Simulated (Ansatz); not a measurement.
## Nudged elastic band of BSiH5SO (part 2 of 2)

The same run, continued: BSiH5SO; RKS PBE/cc-pVDZ (Ansatz 0.2.0). The run did not end well. It belongs to a series of runs on one base structure; here: band between the two ends.

Geometry of the input (Å):
```
B  -0.5757  1.2224  -0.2425
Si 0.6119  -0.1501  0.4935
O  0.2389  -1.0165  1.9008
S  -0.9833  -0.5393  -1.2245
H  -0.1381  2.0721  -0.9877
H  -1.5508  1.4343  0.4504
H  1.8778  -0.7021  -0.1284
H  0.6470  -1.9034  1.9348
H  -0.0394  -0.4637  -2.2136
```

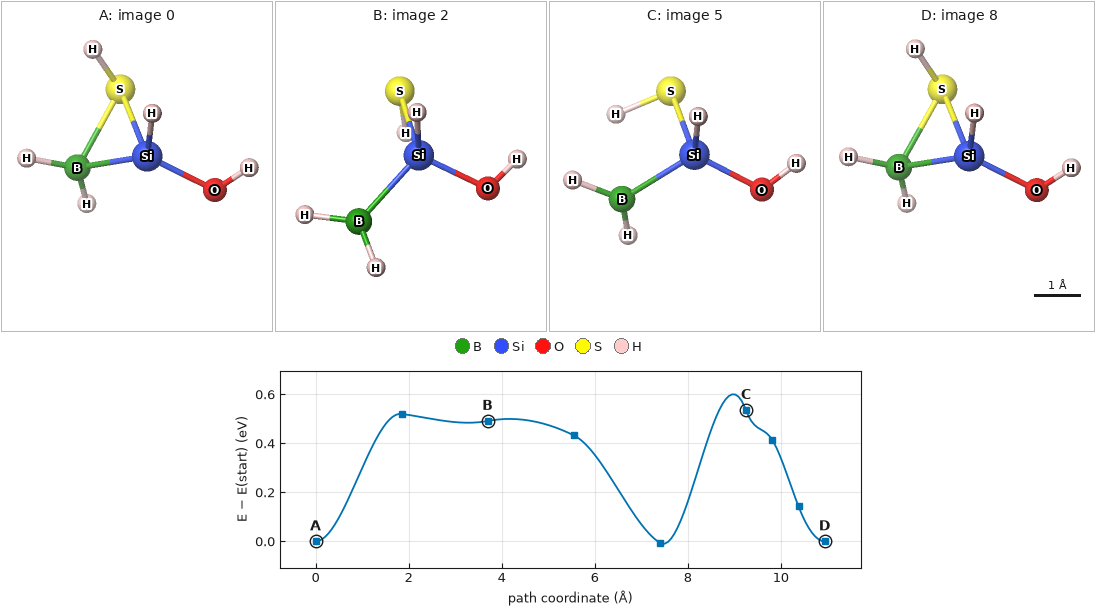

**Figure 1.** Images of the last band (counted from 0; ball-and-stick, seen at a tilt) above the energy along the path; the line is a cubic interpolation that uses the forces. The highest image is number 5, 0.536 eV above the start and 0.536 eV above the end (the climbing image); start and end have the same energy. The path is 10.95 Å long. The band had not converged after 60 iterations.

```
Unfinished report: {"positions_ang":[[-0.40551834132909276,1.3481523253699021,-0.1302219162194171],[0.5571092777295341,-0.2779114586238483,0.40838387611385796],[-0.04869224914320472,-1.0958925703551985,1.7687531808432817],[-0.23188254627027519,-1.1253914736607293,-1.5024598925301835],[-1.5867721150601166,1.4201940577933074,0.16305032700979635],[0.06057846774501262,2.055951589262378,-0.9878998301230119],[2.0541793270389794,-0.44575434591143226,0.35239366586343696],[0.3927696724388098,-1.9528529190154167,1.9188875383685595],[-0.7034715031496469,0.027205805141037015,-2.00798694932632]],"unchecked":["starts","cluster_reference","orbital_swaps","neighbouring_geometries","increment"],"mean_field":{"relativity":"none","state":{"energy":{"ev":-21506.03154416214,"hartree":-790.3320819362134},"converged":true,"gradient_ev":0.000012297259383189207,"stability":{"kind":"minimum","curvature_ev":74.11586759738356},"curvature_floor_ev":0.00030000000000000003,"spin_squared":-7.105427357601002e-15},"others":[],"fillings":{"estimated":0,"unestimated":0,"tried":0,"untried":0,"excluded_magnetic_sites":0},"n_dropped_functions":0,"n_trapped_functions":0,"passes":{"evaluations":4,"products":25},"factors":{"origin":"density fitting in generated functions","count":1068,"bound_ev":null},"gradient_stop_ev":0.00009,"reference_kind":"stationary","functional":{"name":"PBE","citations":["Perdew, Burke & Ernzerhof, Phys. Rev. Lett. 77, 3865 (1996) doi:10.1103/PhysRevLett.77.3865"],"text":"name \"PBE\"\ncite \"Perdew, Burke & Ernzerhof, Phys. Rev. Lett. 77, 3865 (1996) doi:10.1103/PhysRevLett.77.3865\"\nparent pbe\nparameter kappa = 0.804\nparameter beta = 0.06672455060314922\nexchange = pbe_x(kappa = kappa, mu = beta*pi^2/3)\ncorrelation = pbe_c(beta = beta)\n","parameters":{"beta":{"value":0.06672455060314922,"default":0.06672455060314922},"kappa":{"value":0.804,"default":0.804}},"final_grid":{"core_spheres":13.0,"valence_spheres":11.0,"degree":36.0},"final_grid_parameter_source":"default","radial_points_factor":1.0,"radial_grid_error_ev":3.125828648923977e-7,"grid_sensitivity":"normal","grid_sensitivity_ratio":0.001870803151768979},"unsmoothed_excess_ev":-0.00003510899901173142,"symmetry":{"irreps":["A"],"axes":[[0.9940909393883979,0.031101997278611487,0.10399937495568908],[-0.03467479037145872,0.9988627550023594,0.03272392980361121],[-0.10286332261106558,-0.036136718644303116,0.9940388696761482]],"occupied":[{"A":24},{"A":24}]},"density_repulsion":{"missed_ev":0.00008620402044854911,"excess_ev":0.00008620402044854911,"most_excess_ev":0.000624,"are_drawn_again":false,"n_first_factors":1068,"energy_change_ev":0.0,"n_dropped_ends":0},"direct_passes":"host"},"factors":{"origin":"density fitting in generated functions","count":1068,"bound_ev":null},"n_frozen":0,"n_occupied":[24,24],"n_virtual":[65,65],"reference":{"ev":-21506.03154416214,"hartree":-790.3320819362134},"total":{"ev":-21506.03154416214,"hartree":-790.3320819362134},"forces_ev_per_angstrom":[[-0.36313098734516197,-0.31999173778605405,-0.0505187220814225],[0.12488573926595355,0.0035344987176656496,-0.0388760890617836],[-0.052214197388568494,0.014584027019585843,-0.03506084035028754],[0.2782155208554572,-0.7077733707616509,0.31080240597644465],[0.14474361555911586,0.12841308097746082,0.0401691147655199],[0.10533728026825069,0.21294446631259803,-0.04260718883091318],[0.01888554808023122,-0.005700613357733339,0.019902976605997106],[0.018672569031631524,-0.02629237722341546,0.05157229222713329],[-0.27539508833310283,0.70028202609819,-0.25538394925177205]],"charge_distribution":{"dipole_moment_e_ang":[0.21622074594812152,-0.025542712744743488,0.10812069804632876],"mulliken_charges_e":[-0.19378748364747267,0.4068982565233199,-0.288168222805373,-0.24238548870837917,0.040202647889862386,0.02622861465704851,-0.04181205276238287,0.16655662355485457,0.12626710529852625],"lowdin_charges_e":[-0.25899037001225267,-0.02994710252453281,0.15278371985732075,0.18224397057272768,0.019507992117875683,0.011474219230925176,-0.05243763607175089,-0.029045930858488722,0.004411137688159594]},"n_threads":1,"memory_gib":1.7045454550534487,"seconds":{"hamiltonian":1.66006366,"orbitals":0.0,"second_order":0.0,"solver_start":0.0,"cycles":0.0,"cycle":0.0,"perturbative":0.0,"full_ci_increment":0.0,"forces":0.0}}
this run last wrote the band of iteration 60 to [file]
Error: NEB band did not converge after 60 iterations: max|band force component| = 6.52e-1 eV/Å (threshold 5.0e-2); raise `neb.max_iterations` in a new run, which can start from the last band evaluated (`neb.initial_path`, with `crystal.atoms` and `neb.final_atoms` set to its first and last images), add images, or start from endpoints closer to local minima. Where this run's directory can be resumed (`checkpoint.write`), a resume goes on for up to `neb.max_iterations` more; to start a new run from the last band, take its images' positions from the `neb_iteration` event of iteration 60 (`data.images[].positions_ang`), in the event stream of the run that computed that iteration (not this run's, if it was resumed behind it). With `checkpoint.write`, `steps/00-neb/state/checkpoint.json` in the run directory holds the last saved band, under `neb.evaluated.images[].positions_ang` (a band under a hybrid functional on support functions is neither saved nor resumed: `neb.initial_path` says where its path is): check the last entry of `neb.iterations` there, which is earlier than 60 if that iteration was not saved or its write failed. If the band's step has no `state` directory and holds `state.next`, a write was cut short, and the file is under `state.next` instead (behind a loss of power it can be under `state.prev`)
this run wrote the band of iteration 60 to [file] as well, whether or not its events were kept: a new run's `neb.initial_path` can list its `images[].positions_ang`
a run's events are kept only if it was started with --events-out <file>, and are in that file
```

**The last band as extended XYZ (Å, eV, eV/Å)**
```
9
Properties=species:S:1:pos:R:3:forces:R:3 image=0 energy=-21506.56744
B    -0.5757    1.2224   -0.2425    0.0001  -0.0007  -0.0016
Si    0.6119   -0.1501    0.4935    0.0012   0.0030   0.0051
O     0.2389   -1.0165    1.9008    0.0061  -0.0032  -0.0112
S    -0.9833   -0.5393   -1.2245   -0.0016  -0.0007   0.0024
H    -0.1381    2.0721   -0.9877    0.0014   0.0005  -0.0022
H    -1.5508    1.4343    0.4504   -0.0026   0.0011   0.0011
H     1.8778   -0.7021   -0.1284   -0.0018   0.0016  -0.0009
H     0.6470   -1.9034    1.9348   -0.0039  -0.0024   0.0082
H    -0.0394   -0.4637   -2.2136    0.0013   0.0008  -0.0009
9
Properties=species:S:1:pos:R:3:forces:R:3 image=1 energy=-21506.04696
B    -0.3906    1.4491   -0.0528    0.0955  -0.0374  -0.0199
Si    0.5118   -0.3193    0.2194   -0.0641  -0.0719   0.0234
O    -0.0178   -1.0397    1.6730   -0.0235   0.0428  -0.0042
S    -0.1532   -1.4262   -1.5832    0.0903   0.0601   0.0712
H    -0.0811    2.1099   -1.0250   -0.0059   0.0437   0.0399
H    -1.2939    1.8236    0.6663   -0.0306  -0.0127  -0.0447
H     2.0236   -0.3632    0.1864   -0.0023   0.0081  -0.0603
H     0.4813   -1.8398    1.9242    0.0005  -0.0113  -0.0276
H    -0.9918   -0.4406   -2.0254   -0.0599  -0.0213   0.0222
9
Properties=species:S:1:pos:R:3:forces:R:3 image=2 energy=-21506.07585
B    -0.3115    1.6718    0.0489    0.0686   0.0131   0.0136
Si    0.4449   -0.1956    0.0756   -0.0232  -0.0194   0.0082
O    -0.1770   -0.9912    1.4542    0.0220  -0.0075  -0.0054
S     0.2289   -1.4710   -1.6891   -0.0250   0.0024   0.0113
H    -0.3770    2.3201   -0.9752   -0.0165  -0.0223  -0.0139
H    -0.5965    2.2155    1.0986   -0.0487  -0.0200  -0.0231
H     1.9594   -0.0357    0.0947    0.0019  -0.0007   0.0017
H     0.0438   -1.9440    1.4415    0.0164   0.0015   0.0330
H    -1.1267   -1.6162   -1.5664    0.0044   0.0528  -0.0254
9
Properties=species:S:1:pos:R:3:forces:R:3 image=3 energy=-21506.13432
B    -0.3164    1.5822    0.0144   -0.0066  -0.0043   0.0022
Si    0.5156   -0.2489    0.1621    0.0042  -0.0067   0.0080
O    -0.2563   -1.0301    1.4697   -0.0093  -0.0027  -0.0052
S     0.2639   -1.2907   -1.7454    0.0110   0.0147  -0.0051
H    -1.4093    1.7226   -0.4938   -0.0682  -0.0422   0.0353
H     0.2607    2.5839    0.3853    0.0548   0.0232  -0.0512
H     2.0221   -0.2807    0.2939    0.0043  -0.0172   0.0224
H     0.1069   -1.9213    1.6429    0.0011  -0.0001   0.0146
H    -1.0989   -1.1633   -1.7462    0.0088   0.0354  -0.0211
9
Properties=species:S:1:pos:R:3:forces:R:3 image=4 energy=-21506.57310
B    -0.3417    1.3298   -0.3669   -0.0060  -0.0348  -0.0023
Si    0.5648   -0.0969    0.6141   -0.0008   0.0242   0.0188
O    -0.2544   -1.3104    1.4697   -0.0086  -0.0367   0.0379
S    -0.0112   -0.2495   -1.6746   -0.0336   0.0235   0.0104
H    -1.5200    1.5740   -0.2412   -0.0150  -0.0240   0.0406
H     0.4443    2.2032   -0.6856   -0.0080  -0.0421  -0.1011
H     2.0546   -0.3550    0.6217   -0.0030  -0.0169   0.0200
H     0.2568   -2.1363    1.5709    0.0115  -0.0121   0.0172
H    -1.1049   -1.0053   -1.3251    0.0636   0.1188  -0.0415
9
Properties=species:S:1:pos:R:3:forces:R:3 image=5 energy=-21506.03151
B    -0.4055    1.3482   -0.1302   -0.3631  -0.3200  -0.0505
Si    0.5571   -0.2779    0.4084    0.1249   0.0035  -0.0389
O    -0.0487   -1.0959    1.7688   -0.0522   0.0146  -0.0351
S    -0.2319   -1.1254   -1.5025    0.2782  -0.7078   0.3108
H    -1.5868    1.4202    0.1631    0.1447   0.1284   0.0402
H     0.0606    2.0560   -0.9879    0.1053   0.2129  -0.0426
H     2.0542   -0.4458    0.3524    0.0189  -0.0057   0.0199
H     0.3928   -1.9529    1.9189    0.0187  -0.0263   0.0516
H    -0.7035    0.0272   -2.0080   -0.2754   0.7003  -0.2554
9
Properties=species:S:1:pos:R:3:forces:R:3 image=6 energy=-21506.15262
B    -0.4568    1.3051   -0.1348   -0.1015  -0.1075  -0.1023
Si    0.5775   -0.2620    0.4074    0.0220   0.0350   0.0439
O     0.0246   -1.0953    1.7782    0.0029  -0.0014   0.0197
S    -0.6000   -1.0595   -1.3373   -0.1559   0.0510   0.0748
H    -1.5669    1.4935    0.3090    0.0128   0.0420   0.0832
H    -0.0342    1.9755   -1.0587   -0.0191  -0.0031   0.0180
H     2.0587   -0.4916    0.2221   -0.0041  -0.0113  -0.0274
H     0.5022   -1.9266    1.9579    0.0345  -0.0087  -0.0105
H    -0.4168    0.0146   -2.1608    0.2085   0.0041  -0.0995
9
Properties=species:S:1:pos:R:3:forces:R:3 image=7 energy=-21506.42463
B    -0.5366    1.2075   -0.2034   -0.1331  -0.1064  -0.0874
Si    0.6321   -0.1836    0.4848    0.0538   0.0889   0.1092
O     0.1141   -1.0759    1.8279    0.0376  -0.0004   0.0513
S    -0.8542   -0.7442   -1.2122   -0.1979   0.3101   0.0721
H    -1.5491    1.4935    0.3945   -0.0002  -0.0157   0.0590
H    -0.0833    1.9314   -1.0686   -0.0240  -0.0194   0.0349
H     2.0407   -0.5656    0.0943   -0.0154  -0.0469  -0.0634
H     0.5694   -1.9294    1.9541    0.0254  -0.0325  -0.0302
H    -0.2447   -0.1800   -2.2885    0.2538  -0.1777  -0.1455
9
Properties=species:S:1:pos:R:3:forces:R:3 image=8 energy=-21506.56731
B    -0.5746    1.2247   -0.2420    0.0011  -0.0126  -0.0087
Si    0.6082   -0.1502    0.4993   -0.0011  -0.0040  -0.0001
O     0.2384   -1.0230    1.9038    0.0038   0.0004  -0.0163
S    -0.9846   -0.5420   -1.2206    0.0081   0.0094   0.0045
H    -1.5550    1.4526    0.4378    0.0026  -0.0049   0.0051
H    -0.1221    2.0627   -0.9922   -0.0014   0.0013   0.0024
H     1.8776   -0.6927   -0.1245   -0.0062  -0.0009   0.0037
H     0.6446   -1.9112    1.9346   -0.0047   0.0110   0.0010
H    -0.0443   -0.4672   -2.2134   -0.0022   0.0004   0.0082
```

**Outcome**

| quantity | value |
| --- | --- |
| outcome | not converged |
| barrier, forward (band not converged) | 0.536 eV |
| barrier, backward | 0.536 eV |
| hardware | 1 thread of Intel Xeon (Sapphire Rapids), 10 GiB of memory available, shared host |
| wall time | 12 min |
| peak memory | 0.15 GiB |

**What went wrong**

The run did not converge: “NEB band did not converge after 60 iterations: max|band force component| = 6.52e-1 eV/Å (threshold 5.0e-2); raise `neb.max_iterations` in a new run, which can start from the last band evaluated (`neb.initial_path`, with `crystal.atoms` and `neb.final_atoms` set to its first and last images), add images, or start from endpoints closer to local minima …” Its last values are not results.
